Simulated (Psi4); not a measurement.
**MP2-F12/aug-cc-pVDZ (density fitting, density fitting for correlation) run of BH3 (borane)**

What is the energy change on altering one bond length of BH3 (borane) at MP2-F12/aug-cc-pVDZ (density fitting, density fitting for correlation)? 

The results are computed with Psi4 1.11.

6 further runs of the same task are left out: 2 that didn't finish, 4 set aside as unsound or not needed.

## (1) The structure to begin with

BH3: 4 atoms, total charge 0, spin state singlet. As SMILES, `B`. Geometry: relaxed at PBE0-D4/def2-TZVP.

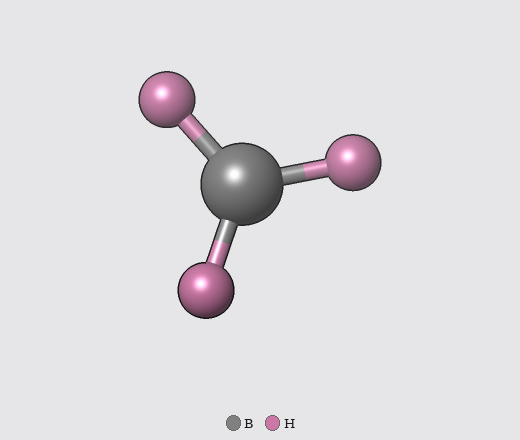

The structure, seen from a chosen angle (boron grey, hydrogen pink).

## (2) The energy at MP2-F12/aug-cc-pVDZ (density fitting, density fitting for correlation)

Input file bh3.in:

```
memory 1.6 GB

molecule mol {
  B      0.013900    -0.015100    -0.005100
  H      0.982200     0.381700     0.568800
  H     -0.276200    -1.171800     0.043000
  H     -0.664400     0.744900    -0.626900
  symmetry c1
}

set {
  basis       aug-cc-pVDZ
  scf_type    df
  freeze_core true
}

energy("mp2-f12")
```

The run is started by

```
$ psi4 -i bh3.in -o bh3.out -n 1
```

bh3.out:

```text
[...]
  Running in c1 symmetry.
[...]
  Nuclear repulsion =    7.418838234776623
[...]
  Multiplicity = 1
[...]
  Nalpha       = 4
  Nbeta        = 4
[...]
    Number of basis functions: 50
[...]
   @DF-RHF iter   1:   -26.38353360642580   -7.40276e-01   1.67764e-03 ADIIS/DIIS
[...]
   @DF-RHF iter   7:   -26.39166627565901   -1.53655e-11   7.74318e-09 DIIS
[...]
    Orbital Energies [Eh]
    ---------------------
    Doubly Occupied:
       1A     -7.621046     2A     -0.704297     3A     -0.496429
       4A     -0.496418
[...]
  @DF-RHF Final Energy:   -26.39166627565901
   => Energetics <=
    Nuclear Repulsion Energy =              7.4188382347766231
    One-Electron Energy =                 -48.9846291976250399
    Two-Electron Energy =                  15.1741246871894084
    Total Energy =                        -26.3916662756590092
[...]
 Multipole Moments:
 ------------------------------------------------------------------------------------
     Multipole            Electronic (a.u.)      Nuclear  (a.u.)        Total (a.u.)
 ------------------------------------------------------------------------------------
 L = 1.  Multiply by 2.5417464519 to convert [e a0] to [Debye]
 Dipole X            :          0.0001061           -0.0000804            0.0000257
 Dipole Y            :         -0.0000942            0.0000804           -0.0000138
 Dipole Z            :         -0.0002289            0.0001608           -0.0000681
 Magnitude           :                                                    0.0000741
[...]
```

Wall time 3.6 s (1 thread of AMD EPYC 7B13 (Zen 3), shared host); peak memory 0.36 GiB.

## (3) The distorted shape

Input file calc.dat:

```
memory 1600 MB

molecule system {
  B     -0.053934     0.060904    -0.067283
  H      0.914366     0.457704     0.506617
  H     -0.344034    -1.095796    -0.019183
  H     -0.664400     0.744900    -0.626900
  symmetry c1
}

set globals {
  reference   rhf
  scf_type    df
  freeze_core true
}

energy_value, wavefunction = energy("mp2-f12/aug-cc-pVDZ", return_wfn=True)
```

The run is started by

```
$ psi4 -i calc.dat -o calc.out -n 1
```

calc.out:

```text
[...]
  Running in c1 symmetry.
[...]
  Nuclear repulsion =    7.691885684970400
[...]
  Multiplicity = 1
[...]
  Nalpha       = 4
  Nbeta        = 4
[...]
    Number of basis functions: 50
[...]
   @DF-RHF iter   1:   -26.37400145492375   -7.13981e-01   1.84237e-03 DIIS/ADIIS
[...]
   @DF-RHF iter   8:   -26.38308288370802   -1.60583e-12   2.91740e-09 DIIS
[...]
    Orbital Energies [Eh]
    ---------------------
    Doubly Occupied:
       1A     -7.607652     2A     -0.716022     3A     -0.512960
       4A     -0.492885
[...]
  @DF-RHF Final Energy:   -26.38308288370802
   => Energetics <=
    Nuclear Repulsion Energy =              7.6918856849704005
    One-Electron Energy =                 -49.4908996734006834
    Two-Electron Energy =                  15.4159311047222634
    Total Energy =                        -26.3830828837080205
[...]
 Multipole Moments:
 ------------------------------------------------------------------------------------
     Multipole            Electronic (a.u.)      Nuclear  (a.u.)        Total (a.u.)
 ------------------------------------------------------------------------------------
 L = 1.  Multiply by 2.5417464519 to convert [e a0] to [Debye]
 Dipole X            :         -0.0913068            0.0544564           -0.0368503
 Dipole Y            :          0.1023280           -0.0610249            0.0413031
 Dipole Z            :         -0.0840332            0.0501544           -0.0338788
 Magnitude           :                                                    0.0648974
[...]
```

Run time: 3.6 s. Hardware: 1 thread of AMD EPYC 7B13 (Zen 3), shared host; peak memory 0.36 GiB.

## (4) Results

Level: MP2-F12/aug-cc-pVDZ (density fitting, density fitting for correlation), 1 core orbital frozen.

| quantity | value |
| --- | --- |
| first shape: total energy | -26.52112 Eh |
| first shape: HOMO energy (Hartree–Fock orbitals) | -13.51 eV |
| first shape: LUMO energy (Hartree–Fock orbitals) | 0.88 eV |
| first shape: HOMO–LUMO gap (Hartree–Fock orbitals) | 14.39 eV |
| first shape: correlation energy (1 core orbital frozen) | -123.8 mEh |
| distorted shape: total energy | -26.51401 Eh |
| distorted shape: HOMO energy (Hartree–Fock orbitals) | -13.41 eV |
| distorted shape: LUMO energy (Hartree–Fock orbitals) | 0.90 eV |
| distorted shape: HOMO–LUMO gap (Hartree–Fock orbitals) | 14.31 eV |
| distorted shape: correlation energy (1 core orbital frozen) | -124.0 mEh |
| energy change with the B1–H4 bond shortened from 1.193 to 1.074 Å | 0.193 eV |

In words: With the B1–H4 bond shortened from 1.193 to 1.074 Å the energy rises by 0.19 eV (4.5 kcal/mol). The first shape isn't relaxed at this level, so the change isn't measured from a minimum.
